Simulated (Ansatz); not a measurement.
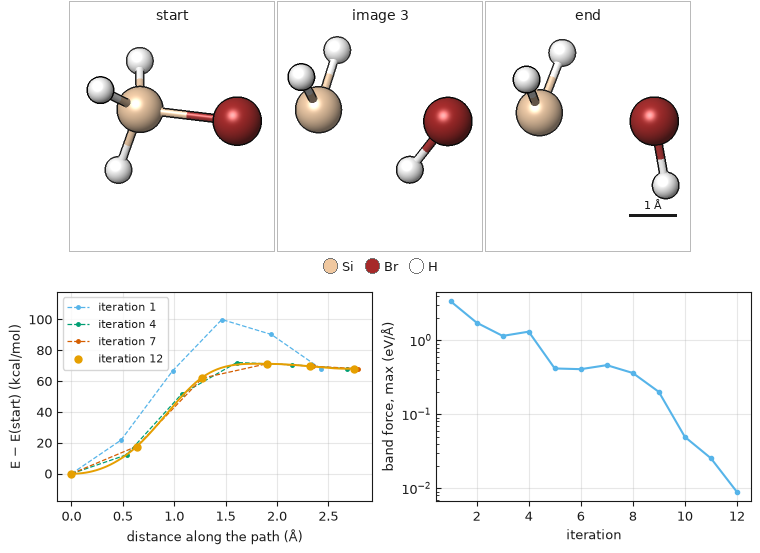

NEB run on SiH3Br. Images are numbered from 0 (start) to 5 (end). The plot follows the band through its iterations. Style: ball-and-stick. Shown at a tilt.

All numbers below come from Ansatz 0.2.0, RKS B3LYP-D4/def2-TZVP. Run with 4 movable images; climbing image.

> Did the band converge, and can the barrier be trusted?

The run is converged, with reservations. The band converged in 12 iterations. The largest component of the band force went from 3.4 to 0.0089 eV/Å. The climbing image converged on the top of the path. Its curvatures weren't checked. The largest force component is 0.28 eV/Å at the start and 0.22 eV/Å at the end; an end with forces this large is no minimum, and the barrier measured from it can be far off. The first iteration put the highest image at 100.0 kcal/mol. The energy climbs by 71.2 kcal/mol to image 3 and then falls by 3.2 kcal/mol, so the end point sits at +68.1 kcal/mol.

Cost: 71 s on 2 threads of Intel Xeon 6975P-C, with other jobs on the host.
